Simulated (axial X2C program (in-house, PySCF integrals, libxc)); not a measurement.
**PdS⁺: relativistic diatomic calculation**

PdS⁺, single determinant with Ω = 3/2. Computed at this level: PBE0, two-component X2C with atomic mean-field Coulomb and Gaunt terms, Pd dyall-cv3z, S dyall-av3z (cores contracted) (axial X2C program (in-house, PySCF integrals, libxc)).

**Key numbers**

| quantity | value |
| --- | --- |
| outcome | converged |
| bond length rₑ | 2.123 Å |
| ωₑ | 393.2 cm⁻¹ |
| energy at the minimum | −5441.73340 hartree |
| depth below the fragments | 2.57 eV |
| hardware | 1 thread of Arm Neoverse V2, 24 GiB of memory available, shared host |
| wall time | 8.6 s |

**The input**
```
{"zs": [46, 16], "q": 1, "bas": ["dyall-cv3z", "dyall-av3z"], "levels": ["PBE0", "HF", "PW91"], "cc": true, "r0": 2.11, "thr": -2.0, "nmax": 90, "npts": 10, "nst": 2, "ntry": 6}
```

The line is the task of a batch: nuclear charges, charge, bases, the levels to run, a first guess of the distance and further settings. This report covers PBE0 with spin-orbit coupling. The log is that of the reference distance 2.135 Å.

The run was one of a batch that the task file lists, launched with:
```bash
python <driver script> task.json out
```

**Log**
```
two-component X2C + atomic mean field  PBE0
basis functions 212  fitting functions 989  grid points 5080
iter        total energy     max residual
   1      -5437.493673185     1.31e+01
   2      -5441.716152855     3.15e-02
   3      -5441.713371931     3.84e-02
   4      -5441.729921580     1.29e-02
   5      -5441.732648576     7.05e-03
   6      -5441.733363615     3.68e-04
   7      -5441.733366368     3.31e-04
   8      -5441.733368474     6.65e-05
   9      -5441.733368965     4.82e-05
  10      -5441.733369161     1.43e-05
  11      -5441.733369173     3.14e-06
  12      -5441.733369174     1.82e-06
converged
one-electron -7850.05630078  Coulomb 2398.89343480  exact exchange -41.89213599  xc functional -128.42214183  nuclear repulsion 182.42361931  atomic mean-field constant -2.67984468
```

**The points of the curve**

| R (Å) | E (hartree) | dipole (D; origin at the first atom, positive when the second is positive) | highest filled (eV) | lowest empty (eV) |
| --- | --- | --- | --- | --- |
| 1.857 | −5441.702695 | 1.64 | −14.19 | −10.80 |
| 1.943 | −5441.721462 | 1.83 | −14.23 | −10.78 |
| 2.007 | −5441.729028 | 1.99 | −14.25 | −10.75 |
| 2.071 | −5441.732619 | 2.16 | −14.27 | −10.70 |
| 2.135 | −5441.733369 | 2.35 | −14.29 | −10.64 |
| 2.210 | −5441.731786 | 2.57 | −14.31 | −10.55 |
| 2.284 | −5441.728521 | 2.79 | −14.32 | −10.51 |
| 2.381 | −5441.723014 | 3.07 | −14.18 | −10.49 |
| 2.498 | −5441.715531 | 3.38 | −14.01 | −10.42 |
| 2.669 | −5441.704855 | 3.71 | −13.87 | −10.28 |

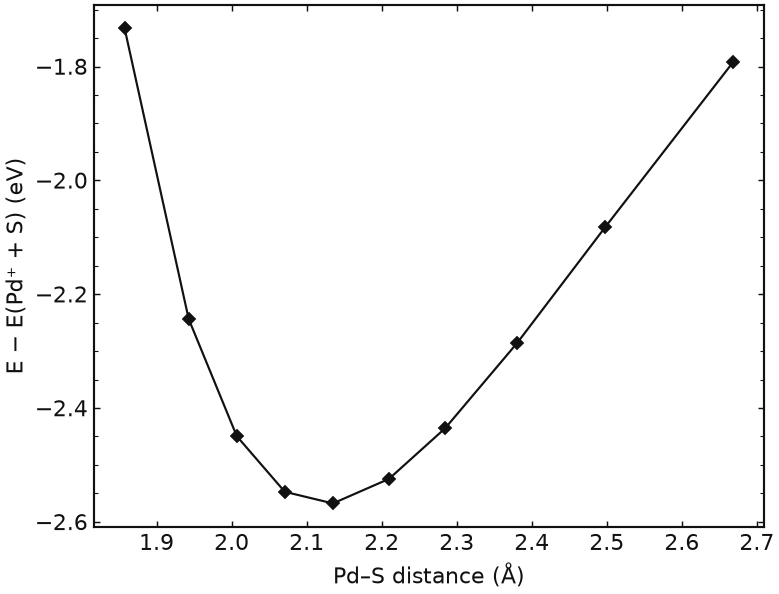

**Figure 1.** Energy at 10 bond lengths, for one set of occupations held fixed; the line joins the points. A polynomial of degree 6 through 9 points gives rₑ = 2.123 Å, ωₑ = 393.2 cm⁻¹, ωₑxₑ = 2.8 cm⁻¹ and Bₑ = 0.1522 cm⁻¹. The minimum lies 2.57 eV below Pd⁺ + S, each computed as one determinant at the same level.

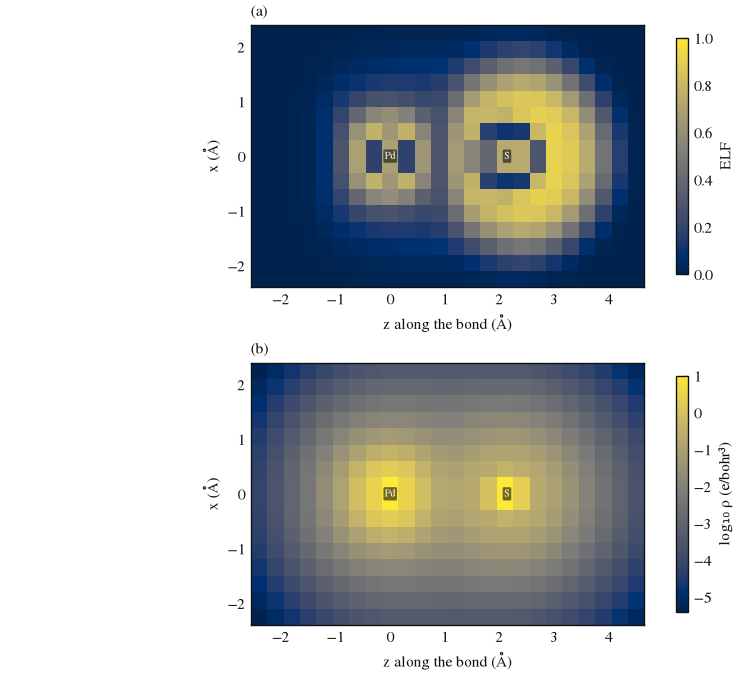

**Figure 2.** (a) electron localisation function; (b) electron density on a logarithmic scale, in a plane that holds the axis, at 2.13 Å, on points 0.3 Å apart (one half computed, the other mirrored); the structure near the nuclei is finer than these points.

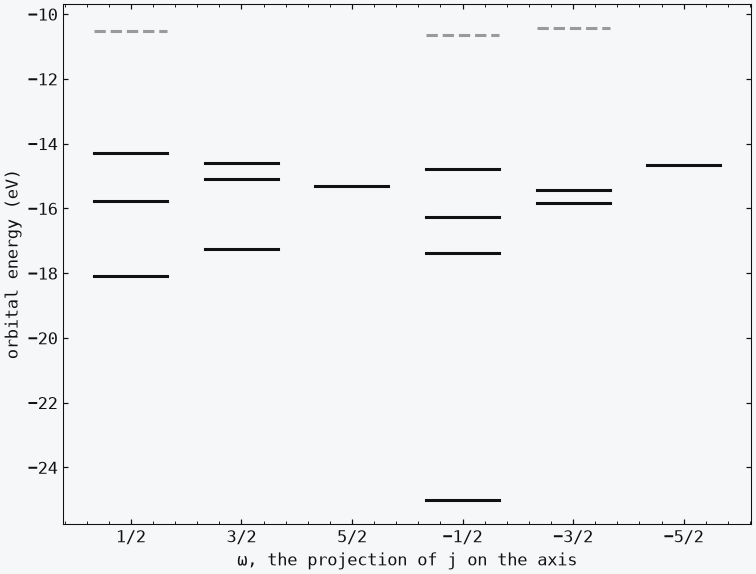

**Figure 3.** Orbital energies near the frontier at 2.13 Å, filled (solid) and empty (dashed). The highest filled spinor (1/2; 44 % S p, 37 % Pd d) lies at −14.29 eV, the lowest empty one (−1/2; 48 % Pd d, 31 % S p) at −10.64 eV.
